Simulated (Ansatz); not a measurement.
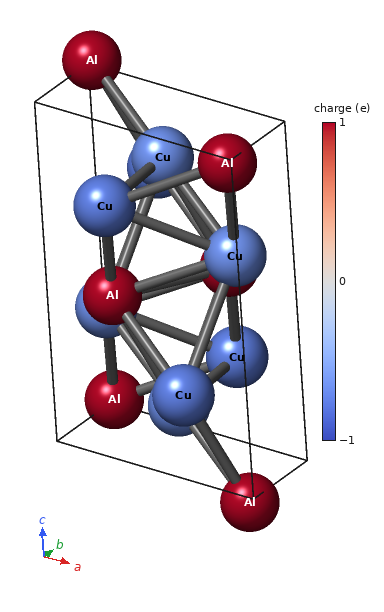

This ball-and-stick model is shown slightly off an axis. The frame is the cell (the run's own, in a reduced setting); atoms at its boundary are shown with their periodic copies. The atoms of this Al$_{2}$Cu$_{3}$ cell are coloured by their Bader charge.

Computational set-up: DFT PBE, scalar-relativistic, plane waves, PAW (Ansatz), a basis cut at 420 eV, k-points about 0.16 Å⁻¹ apart, Gaussian smearing of 0.1 eV, no spin polarisation.

Question: Read the charges from the picture.

Answer: Most positive: Al; most negative: Cu. Charges: about Al +1.0 e; Cu -0.7 to -0.6 e.

The structure was taken from a structure type filled with these elements by a generator (whether the compound takes this form wasn't checked). Earlier steps of the study, as a rule a relaxation of our own, may have changed the cell and positions, so they can lie some per cent off the listed ones. Ansatz was used for an electronic-structure calculation on it.
